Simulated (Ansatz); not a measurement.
## Random fluorite-type alloy of CaF2 and CdF2 (96 atoms): support functions against a reference

Wanted: errors and times of a linear-scaling basis for random fluorite-type alloy of CaF2 and CdF2 (96 atoms). A setting counts as converged where the r.m.s. difference of forces stays under 1 % of the r.m.s. force.

Program: Ansatz 0.2.0. Level of theory: Kohn-Sham DFT, PBE, PAW (set soft_2), plane waves. Results are calculated unless marked as measured.

## Step 1: The starting structure

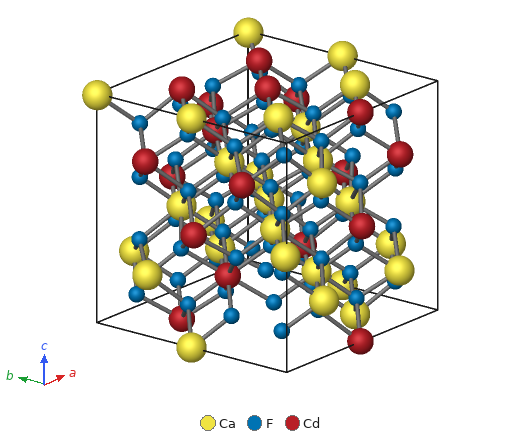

Start, viewed from a free direction; calcium yellow, fluorine blue, cadmium red. Some periodic images of atoms are drawn too.

The cell holds 96 atoms: 20 Ca, 64 F and 12 Cd. Cell: a = 10.871 Å, b = 10.871 Å, c = 10.871 Å, α = 90.0°, β = 90.0°, γ = 90.0°. It derives from CaF2 (fluorite-type) and CdF2, repeated 2×2×2. Fluorite-type CaF2, 2 x 2 x 2 conventional cells, 12 of 32 Ca sites given to Cd at random (x = 0.375), lattice by Vegard's rule (a = 5.436 Å); every coordinate displaced by a Gaussian of 0.09 Å.

Before any run, some limits are plain. The host structure and its lattice constant were typed by rule, without a check against the phase diagram. Only the Γ point is sampled, in a cell whose shortest periodic width is 11 Å.

## Step 2: Plane-wave single point

The first run fixes the reference, at a cutoff of 420 eV.

Input file input.yaml:

```yaml
crystal:
  lattice:
    - [10.8712, 0.0, 0.0]
    - [0.0, 10.8712, 0.0]
    - [0.0, 0.0, 10.8712]
  atoms:
    - { symbol: Ca, position: [0.99782, 0.99577, 0.99434] }
    - { symbol: F, position: [0.12147, 0.12205, 0.12148] }
    - { symbol: F, position: [0.36889, 0.37627, 0.37205] }
    - { symbol: Ca, position: [0.99104, 0.24033, 0.23876] }
    - { symbol: F, position: [0.14021, 0.37775, 0.38029] }
    - { symbol: F, position: [0.36473, 0.1243, 0.14673] }
    - { symbol: Ca, position: [0.25046, 0.0027, 0.24394] }
    - { symbol: F, position: [0.39043, 0.12811, 0.36245] }
    - { symbol: F, position: [0.12031, 0.3862, 0.12992] }
    - { symbol: Ca, position: [0.256, 0.24725, 0.9874] }
    - { symbol: F, position: [0.36766, 0.36027, 0.12772] }
    - { symbol: F, position: [0.11481, 0.11488, 0.37952] }
    - { symbol: Ca, position: [0.00578, 0.01057, 0.50083] }
    - { symbol: F, position: [0.13187, 0.12791, 0.62749] }
    - { symbol: F, position: [0.36183, 0.36519, 0.8816] }
    - { symbol: Cd, position: [0.00689, 0.24081, 0.76361] }
    - { symbol: F, position: [0.11574, 0.36648, 0.87479] }
    - { symbol: F, position: [0.37136, 0.11474, 0.62486] }
    - { symbol: Ca, position: [0.2495, 0.01205, 0.75576] }
    - { symbol: F, position: [0.37976, 0.11986, 0.87972] }
    - { symbol: F, position: [0.13229, 0.37534, 0.62427] }
    - { symbol: Ca, position: [0.24367, 0.25466, 0.50403] }
    - { symbol: F, position: [0.3679, 0.37834, 0.62572] }
    - { symbol: F, position: [0.12786, 0.11571, 0.88744] }
    - { symbol: Ca, position: [0.99983, 0.50107, 0.99978] }
    - { symbol: F, position: [0.13428, 0.62656, 0.12432] }
    - { symbol: F, position: [0.36599, 0.87568, 0.38025] }
    - { symbol: Ca, position: [0.00973, 0.74149, 0.26111] }
    - { symbol: F, position: [0.12276, 0.87317, 0.35767] }
    - { symbol: F, position: [0.36546, 0.61165, 0.12314] }
    - { symbol: Cd, position: [0.24469, 0.50501, 0.24593] }
    - { symbol: F, position: [0.36752, 0.62879, 0.3772] }
    - { symbol: F, position: [0.12423, 0.88933, 0.11377] }
    - { symbol: Cd, position: [0.25771, 0.75698, 0.99985] }
    - { symbol: F, position: [0.36844, 0.86655, 0.1147] }
    - { symbol: F, position: [0.11486, 0.64794, 0.36895] }
    - { symbol: Cd, position: [0.00284, 0.49253, 0.49125] }
    - { symbol: F, position: [0.13208, 0.62357, 0.61964] }
    - { symbol: F, position: [0.37563, 0.85952, 0.88017] }
    - { symbol: Cd, position: [0.99787, 0.74322, 0.75956] }
    - { symbol: F, position: [0.13081, 0.87737, 0.86092] }
    - { symbol: F, position: [0.38581, 0.6372, 0.61781] }
    - { symbol: Ca, position: [0.24977, 0.50075, 0.74196] }
    - { symbol: F, position: [0.37553, 0.63612, 0.87018] }
    - { symbol: F, position: [0.13792, 0.88338, 0.62395] }
    - { symbol: Ca, position: [0.25377, 0.75573, 0.49461] }
    - { symbol: F, position: [0.37229, 0.88186, 0.63623] }
    - { symbol: F, position: [0.11468, 0.61304, 0.87494] }
    - { symbol: Cd, position: [0.49671, 0.00659, 0.99868] }
    - { symbol: F, position: [0.62037, 0.12589, 0.12759] }
    - { symbol: F, position: [0.87141, 0.39787, 0.36869] }
    - { symbol: Ca, position: [0.49964, 0.24058, 0.25279] }
    - { symbol: F, position: [0.62089, 0.36884, 0.37544] }
    - { symbol: F, position: [0.87636, 0.12553, 0.13096] }
    - { symbol: Ca, position: [0.74388, 0.99808, 0.24211] }
    - { symbol: F, position: [0.86025, 0.12215, 0.37715] }
    - { symbol: F, position: [0.63179, 0.37304, 0.12572] }
    - { symbol: Ca, position: [0.74971, 0.23654, 0.99846] }
    - { symbol: F, position: [0.87485, 0.36178, 0.11666] }
    - { symbol: F, position: [0.61237, 0.12313, 0.36813] }
    - { symbol: Cd, position: [0.49617, 0.99811, 0.5035] }
    - { symbol: F, position: [0.61599, 0.1034, 0.63738] }
    - { symbol: F, position: [0.87811, 0.36117, 0.89013] }
    - { symbol: Ca, position: [0.50774, 0.23955, 0.73415] }
    - { symbol: F, position: [0.6376, 0.3672, 0.87617] }
    - { symbol: F, position: [0.87735, 0.12511, 0.62401] }
    - { symbol: Cd, position: [0.74701, 0.9973, 0.74834] }
    - { symbol: F, position: [0.87415, 0.13201, 0.87109] }
    - { symbol: F, position: [0.61043, 0.36493, 0.63056] }
    - { symbol: Ca, position: [0.74847, 0.26023, 0.48448] }
    - { symbol: F, position: [0.88715, 0.35927, 0.62495] }
    - { symbol: F, position: [0.62557, 0.12224, 0.86556] }
    - { symbol: Cd, position: [0.50323, 0.50059, 0.99205] }
    - { symbol: F, position: [0.62596, 0.60876, 0.14385] }
    - { symbol: F, position: [0.8659, 0.86136, 0.37675] }
    - { symbol: Ca, position: [0.50158, 0.74964, 0.24238] }
    - { symbol: F, position: [0.64163, 0.88362, 0.38456] }
    - { symbol: F, position: [0.86691, 0.62232, 0.13265] }
    [... 12 atom lines left out ...]
    - { symbol: Ca, position: [0.75945, 0.50499, 0.75305] }
    - { symbol: F, position: [0.86933, 0.62683, 0.88033] }
    - { symbol: F, position: [0.62566, 0.88558, 0.61248] }
    - { symbol: Ca, position: [0.75456, 0.75079, 0.49062] }
    - { symbol: F, position: [0.87037, 0.87526, 0.62239] }
    - { symbol: F, position: [0.62961, 0.61925, 0.87473] }
kpoints:
  mp_grid: { grid: [1, 1, 1] }
hamiltonian:
  xc: pbe
scf:
  occupations: { method: fermi_dirac, width: 0.05 }
output:
  forces: true
  stress: true
  populations: intrinsic
  dos:
    method: { smearing: { sigma: 0.1 } }
    de: 0.1
    projected: { site_lists: { Ca: [Ca], Cd: [Cd], F: [F] } }
  eigenvalues: true
  write_density: true
  write_potential: true
  volumetric_format: npy
```

The run is started by

```sh
$ ansatz run input.yaml --threads 8 --pin off --max-ram 15872MiB --backend cpu --events-out ev --progress --plain --runs-dir out
```

Numbers of over 12 decimals in the logs are rounded to 6 here.

The log of the run:

```text
Engine: ansatz 0.2.0, aarch64-unknown-linux-gnu
Pseudopotentials: kind: paw
Pseudopotential: Ca, paw, valence charge 10, recommended cutoff 420 eV (normal), Ca.paw.azcp
Pseudopotential: F, paw, valence charge 7, recommended cutoff 420 eV (normal), F.paw.azcp
Pseudopotential: Cd, paw, valence charge 20, recommended cutoff 420 eV (normal), Cd.paw.azcp
[... 5 lines on functional and potentials left out ...]
Crystal: 96 atoms, lattice volume = 1284.791 Å³
Basis set: ecut = 420 eV, 25269 PW (Γ), exchange–correlation on 150×150×150 points (8 copies of the dense FFT grid, shifted against one another)
Bands: 540, of which v1, the nominal top of the filled ones, is band 444 counted from 1 (443 counted from 0)
Symmetry: 1 space group operations
Space group: P1 (ITA 1), of the structure as read, at distance tolerance 1.1e-4 Å
k-points: 1
[... 7 lines on functional and potentials left out ...]
Initial density: superposition of atomic densities (neutral atoms: chi_scale 0, normalization atom), corrected by the library's trained network
Initial wavefunctions: pseudopotential atomic-orbital guess
Functional: x = pbe(κ = 0.804, μ = 0.219515), c = pbe(β = 0.066725)
SCF iter   1: F=—  HF=-187253.754450 eV  |F-HF|=—  |Δ(HF+E_count)|=         —  Δρ=1.32e-3  dr2=2.19e-2  ethr=1.77e-3  ⟨swp⟩=6.0  Hψ=2048  notcnv=0  defer=72
preconditioner: auto → Resta (q_TF=auto, 2.565 Å⁻¹)  ε∞=3.9  [insulator: Δε(μ)=3.830 eV  Ē_g=16.612 eV  σ=0.050 eV  W_gap=1.00  n_scr=364 (ndim 8)  ℏωp=28.4 eV  f_vac=0.128  D(μ)=0.00/eV (n_scr^D=0)  ε∞_Penn≈3.9]
SCF iter   2: F=—  HF=-187253.760977 eV  |F-HF|=—  |Δ(HF+E_count)|=   6.53e-3  Δρ=6.54e-4  dr2=6.15e-3  ethr=2.47e-6  ⟨swp⟩=2.0  Hψ=997  notcnv=0  defer=85
SCF iter   3: F=—  HF=-187253.762534 eV  |F-HF|=—  |Δ(HF+E_count)|=   1.56e-3  Δρ=2.92e-4  dr2=1.99e-3  ethr=6.92e-7  ⟨swp⟩=2.0  Hψ=643  notcnv=0  defer=85
SCF iter   4: F=—  HF=-187253.762344 eV  |F-HF|=—  |Δ(HF+E_count)|=   1.90e-4  Δρ=9.14e-5  dr2=1.27e-4  ethr=2.24e-7  ⟨swp⟩=2.0  Hψ=703  notcnv=0  defer=85
SCF iter   5: F=—  HF=-187253.762421 eV  |F-HF|=—  |Δ(HF+E_count)|=   7.71e-5  Δρ=5.44e-5  dr2=2.55e-5  ethr=1.43e-8  ⟨swp⟩=2.0  Hψ=823  notcnv=0  defer=85
SCF iter   6: F=—  HF=-187253.758293 eV  |F-HF|=—  |Δ(HF+E_count)|=   4.13e-3  Δρ=2.39e-5  dr2=4.99e-6  ethr=2.87e-9  ⟨swp⟩=2.0  Hψ=919  notcnv=0  defer=85
SCF iter   7: F=—  HF=-187253.758296 eV  |F-HF|=—  |Δ(HF+E_count)|=   2.36e-6  Δρ=7.40e-6  dr2=5.45e-7  ethr=5.62e-10  ⟨swp⟩=2.0  Hψ=823  notcnv=0  defer=85
SCF iter   8: F=—  HF=-187253.758297 eV  |F-HF|=—  |Δ(HF+E_count)|=   9.50e-7  Δρ=4.40e-6  dr2=1.68e-7  ethr=1.13e-11  ⟨swp⟩=17.0  Hψ=4286  notcnv=0
SCF iter   9: F=-187253.758297 eV  HF=-187253.758297 eV  |F-HF|=7.89e-9  |Δ(HF+E_count)|=   4.87e-8  Δρ=1.41e-6  dr2=1.55e-8  ethr=1.13e-11  ⟨swp⟩=8.0  Hψ=3071  notcnv=0
SCF 1 converged in 9 iterations: F = -187253.758297 eV  dr2 = 1.55e-8
  greatest PAW one-centre occupation: 1.001 electrons in one spin orbital (limit 2), on the Cd atom at site 78 (counted from 0), in its partial waves of l = 1
SCF converged after 9 iterations
Free energy (F): -187253.758297 eV
Harris-Foulkes:  -187253.758297 eV  (|F-HF|=7.89e-9)
Internal energy: -187253.758297 eV  (E = F + TS)
E sigma→0 (E₀):  -187253.758297 eV
Fermi energy:    6.994747 eV
--- Per-component energies (eV) ---
  E_band       = -9747.732799
  E_kinetic    = 24936.670409
  E_local      = -94124.476587  (includes V_loc(G=0)·N_el)
  E_nonlocal   = 6419.752044
  E_hartree    = 38888.360662
  E_xc         = -10010.728439
  E_vxc        = -12678.495544  (∫ρ·V_xc dr)
  E_paw        = -79051.345863  (= ΣΔE_a)
  E_vpaw       = -12078.032225  (= ΣTr[D̂ρ^β])
  E_aug_tail   = 0.132249  (compensation charges beyond the density's cutoff)
  E_ewald      = -74312.122770
  E_smearing   = -0.000000  (= −TS)
  E_closure    = -0.000000  (closes the sum)
  Σ components = -187253.758297   (vs F -187253.758297, Δ=0.00e0)
--- Forces (eV/Å), atoms counted from 1 ---
  atom   1  Ca     0.11332572    -0.13196543     0.39059170
  atom   2  F     -0.05209926     0.58527599     0.22747303
  atom   3  F      0.50568901    -0.00234315     0.49625715
  atom   4  Ca     0.89473432     0.86266201     0.50243870
  atom   5  F     -1.07526623     0.04655368    -0.24685984
  atom   6  F      0.69141842    -0.07912453    -2.10555204
  atom   7  Ca    -0.81895607    -0.57211895     0.71179820
  atom   8  F     -1.63428318    -0.81417452     1.82206499
  atom   9  F     -0.18803898    -0.57770176    -0.16786024
  atom  10  Ca    -0.99493265    -0.06286748     2.10984957
  atom  11  F      0.40441625     0.40525647    -0.40913869
  atom  12  F      0.75424683     1.07965918    -0.64360248
  atom  13  Ca    -1.01541513    -1.54262570     0.50683492
  atom  14  F     -0.31128659     0.23710995     0.26536916
[...]
atom  95  F      0.42873269     0.03197172     0.69133279
  atom  96  F     -0.38477632     0.22767385     0.00938430
  max |Σ_I F_I| component: 8.55e-5 eV/Å
--- Stress (GPa, compression-positive) ---
        6.280055       0.310835      -0.253286
        0.310835       6.237819      -0.743063
       -0.253286      -0.743063       6.021457
  P = ⅓ Tr σ = 6.1798 GPa (61.798 kbar)
--- Band table (eV) ---
  k-point 0: bands = ["-94.5742", "-94.3850", "-94.1532", "-93.9923", [... 524 levels ...], "14.7629", "14.8068", "14.8489", "14.8749", "14.8941", "14.9003", "14.9413", "14.9825", "14.9972", "15.0156", "15.0351", "15.0571"]
--- intrinsic populations: 96 sites ---
  site symbol       q [e]
     0     Ca      8.2630
     1      F      7.8719
     2      F      7.8447
[...]
95      F      7.7906
  spilling = 0.000000 (of n_electrons = 888.000000)
```

It took 15 s on 8 threads of Arm Neoverse V2, shared host; peak memory 2.1 GiB.

In the SCF lines HF is the Harris–Foulkes energy and dr2 the Hartree energy of the density residual, in eV; the loop may stop once dr2 is under the threshold and the program's other checks hold. Hψ counts applications of the Hamiltonian.

Numbers from this run:

```
free energy                                      : -187253.7583 eV
free energy per atom                             : -1950.5600 eV/atom
SCF cycles                                       : 9
pressure                                         : 6.18 GPa
r.m.s. force component                           : 0.8004 eV/Å
longest force                                    : 4.131 eV/Å
Fermi energy                                     : 6.995 eV
gap (highest filled to lowest empty level) : 3.805 eV
```

The r.m.s. force component of 0.80 eV/Å sets the scale for the differences below.

## Step 3: Support functions low

The cell is solved in localised support functions.

This step: Kohn-Sham DFT, PBE, PAW (set soft_2), localised support functions (low) (Ansatz 0.2.0).

input.yaml, the sections that differ from step 2:

```yaml
scf:
  occupations: { method: fermi_dirac, width: 0.05 }
  eigensolver: { kind: { support_functions: { accuracy: low } } }
  max_iter: 150
output:
  forces: true
  eigenvalues: true
# crystal, kpoints, hamiltonian: as in step 2
```

The log of the run:

```text
Warning: scf.eigensolver.kind.support_functions: disabling space-group detection — the functions' gradient is summed over unrotated k-points, so no spatial operation reduces the k-mesh or symmetrises the density; time reversal is kept, so that k and −k are solved as one point where they differ and the mesh holds both, and exact exchange and, on two spinor components, a DFT+U term hold to it where the run has them: [...]
settings of this run that can trade accuracy for cost: scf.eigensolver.kind.support_functions; scf.eigensolver.kind.support_functions.accuracy: low [...]
[...]
Crystal: 96 atoms, lattice volume = 1284.791 Å³
Basis set: ecut = 420 eV, 25269 PW (Γ), exchange–correlation on 150×150×150 points (8 copies of the dense FFT grid, shifted against one another)
Bands: 533, of which v1, the nominal top of the filled ones, is band 444 counted from 1 (443 counted from 0)
Symmetry: 1 space group operations
k-points: 1
[...]
SCF iter   1: F=—  HF=-187285.641684 eV  |F-HF|=—  |Δ(HF+E_count)|=         —  Δρ=1.23e-1  dr2=2.11e2  ethr=1.00e-1
[...]
SCF iter  10: F=—  HF=-187254.223841 eV  |F-HF|=—  |Δ(HF+E_count)|=   7.53e-3  Δρ=1.02e-4  dr2=1.22e-4  ethr=2.55e-8  κ⁻¹=3.1e-6(r=7)
SCF iter  11: F=-187254.229004 eV  HF=-187254.229014 eV  |F-HF|=1.04e-5  |Δ(HF+E_count)|=   5.17e-3  Δρ=2.98e-5  dr2=1.81e-5  ethr=1.38e-8
SCF 1 converged in 11 iterations: F = -187254.272841 eV  dr2 = 1.81e-5
[...]
SCF converged after 11 iterations
Stability not checked: this state was not tested for a lower state beside it, because the mixer in use, unlike msr1, does not test its closes by its own steps (another_mixer; see scf.mixing.algorithm and scf.lower_state_search)
Free energy (F): -187254.272841 eV
[...]
Internal energy: -187254.272841 eV  (E = F + TS)
E sigma→0 (E₀):  -187254.272841 eV
Fermi energy:    6.995368 eV
[...]
Σ components = -187254.272841   (vs F -187254.272841, Δ=0.00e0)
--- Forces (eV/Å), atoms counted from 1 ---
  atom   1  Ca     0.11339242    -0.13267791     0.39024140
  atom   2  F     -0.05176740     0.58524953     0.22785658
  atom   3  F      0.50687471    -0.00252657     0.49616397
  atom   4  Ca     0.89454173     0.86283145     0.50087314
[...]
atom  96  F     -0.38463090     0.22698725     0.00831657
  max |Σ_I F_I| component: 4.81e-3 eV/Å
--- Band table (eV) ---
[...]
```

It took 51 s on 8 threads; peak memory 4 GiB; 6.5 min of CPU time.

The program notes that the band table was not solved further than the SCF left it and it switched symmetry off.

Keys that differ from the reference: support_functions.accuracy = "low" and scf.max_iter = 150.

Forces differ from the reference by 0.66 meV/Å r.m.s., 0.083 % of their size, well within a tolerance of 1 %; the energy by -5.4 meV/atom. It took 51 s and 11 cycles; the reference's time can't be set against it, since the two runs asked for unlike analyses.

## Step 4: Support functions medium

With localised support functions most steps grow linearly with size, though the diagonalisation grows faster unless the density matrix is cut; this run measures error and cost at this size. Besides, the program derives a nominal cutoff of 631 eV for this run, against the reference's 420.

This step: Kohn-Sham DFT, PBE, PAW (set soft_2), localised support functions (medium) (Ansatz 0.2.0).

input.yaml, the sections that differ from step 3:

```yaml
scf:
  occupations: { method: fermi_dirac, width: 0.05 }
  eigensolver: { kind: { support_functions: { accuracy: medium } } }
  max_iter: 150
# crystal, kpoints, hamiltonian, output: as in step 3
```

The log of the run:

```text
[...]
Warning: basis.ecutwfc = 631 eV, auto-derived: no grid that the accuracy of the support functions lays serves the files at the lower one that their records recommend; a deck with other species or settings can derive another value
[...]
Crystal: 96 atoms, lattice volume = 1284.791 Å³
Basis set: ecut = 631 eV, 46297 PW (Γ), exchange–correlation on 180×180×180 points (8 copies of the dense FFT grid, shifted against one another)
Bands: 533, of which v1, the nominal top of the filled ones, is band 444 counted from 1 (443 counted from 0)
Symmetry: 1 space group operations
k-points: 1
[...]
SCF iter   1: F=—  HF=-187285.703147 eV  |F-HF|=—  |Δ(HF+E_count)|=         —  Δρ=1.23e-1  dr2=2.11e2  ethr=1.00e-1
[...]
SCF iter  12: F=—  HF=-187254.244876 eV  |F-HF|=—  |Δ(HF+E_count)|=   3.51e-3  Δρ=5.46e-5  dr2=2.31e-5  ethr=6.34e-9  κ⁻¹=1.1e-6(r=7)
SCF iter  13: F=-187254.247658 eV  HF=-187254.247657 eV  |F-HF|=5.20e-7  |Δ(HF+E_count)|=   2.78e-3  Δρ=1.29e-5  dr2=1.80e-6  ethr=2.60e-9
SCF 1 converged in 13 iterations: F = -187254.282403 eV  dr2 = 1.80e-6
[...]
SCF converged after 13 iterations
[...]
Free energy (F): -187254.282403 eV
[...]
Internal energy: -187254.282403 eV  (E = F + TS)
E sigma→0 (E₀):  -187254.282403 eV
Fermi energy:    6.995139 eV
[...]
Σ components = -187254.282403   (vs F -187254.282403, Δ=0.00e0)
--- Forces (eV/Å), atoms counted from 1 ---
  atom   1  Ca     0.11369665    -0.13218940     0.39057980
  atom   2  F     -0.05217084     0.58524387     0.22803162
  atom   3  F      0.50645859    -0.00238094     0.49588889
  atom   4  Ca     0.89517216     0.86239665     0.50131261
[...]
atom  96  F     -0.38525875     0.22708978     0.00858493
  max |Σ_I F_I| component: 5.46e-3 eV/Å
--- Band table (eV) ---
[...]
```

Elapsed: 93 s, on 8 threads; peak memory 5.6 GiB; 12 min of CPU time.

Keys that differ from the reference: support_functions.accuracy = "medium" and scf.max_iter = 150.

Forces differ from the reference by 0.6 meV/Å r.m.s., 0.075 % of their size, well within a tolerance of 1 %; the energy by -5.5 meV/atom. It took 93 s and 13 cycles; the reference's time can't be set against it, since the two runs asked for unlike analyses.

(Part 1 of 2 ends here.)

[Logs are printed without paths, hosts, clocks, repeated set-up lines and the standing remarks that a program may print on its own settings, such as how far it seeks lower states.]

[Hosts, paths, dates, database ids (printed as entryN), source tags and the programs' standing remarks are cut or masked in the printed files.]
